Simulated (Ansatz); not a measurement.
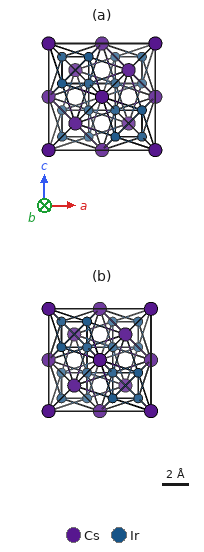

The structure of solid CsIr$_{2}$ (built on the cubic Laves (C15)_227 type) (coarse preliminary run) before (top) and after (bottom) a relaxation, at one scale.

The picture is a ball-and-stick view of the conventional cell (4 times the calculation's cell), seen along the b axis. Lengths and directions refer to the drawn axes.

Case: cubic Laves (C15) type (Fd-3m, No. 227).

These are results of DFT PBE, scalar-relativistic, plane waves, PAW in Ansatz, not measurements.

The input:
```yaml
crystal:
  lattice:
    - [0.0, 4.1777568094, 4.1777568094]
    - [4.1777568094, 0.0, 4.1777568094]
    - [4.1777568094, 4.1777568094, 0.0]
  atoms:
    - { symbol: Cs, position: [0.0, 0.0, 0.0] }
    - { symbol: Cs, position: [0.25, 0.25, 0.25] }
    - { symbol: Ir, position: [0.625, 0.625, 0.625] }
    - { symbol: Ir, position: [0.125, 0.625, 0.625] }
    - { symbol: Ir, position: [0.625, 0.625, 0.125] }
    - { symbol: Ir, position: [0.625, 0.125, 0.625] }
basis:
  ecutwfc: 420
kpoints:
  mp_grid: { grid: [4, 4, 4] }
hamiltonian:
  xc: pbe
scf:
  occupations: { method: gaussian, width: 0.1 }
  lower_state_search: "off"
output:
  forces: true
  stress: true
  eigenvalues: true
relax:
  adjacent_minimum: "off"
  f_tol: 0.04
  max_steps: 70
  cell: { stress_tol: 0.4 }
```

Run as
```bash
ansatz run input.yaml --threads 1 --pin off --max-ram 2560MiB --backend cpu --events-out ev --progress --plain --runs-dir out
```

Question: Summarise the run.

Answer: The energy falls by 0.560 eV per cell of the calculation in 3 accepted moves (4 points after the start). All forces vanish by symmetry, so only the cell relaxes. The pressure goes from −9.21 to −0.02 GPa. The SCF was repeated once at an unchanged geometry on a basis and grid sized afresh for the cell, which shifted the energy by 4.4 meV per cell of the calculation at most. No atom moves by more than 0.005 Å relative to the cell. Cell: a = b = c 8.356 → 8.015 Å (−4.1 %). Volume −11.7 %. Near-neighbour distances that change, for instance: Cs1–Cs2 3.618 → 3.471 Å, Cs1–Ir3 3.464 → 3.323 Å, Ir3–Ir4 2.954 → 2.834 Å. The space group stays Fd-3m (No. 227). Cost: 19 s on 1 thread of Arm Neoverse V2 (shared host), peak memory 0.41 GiB.
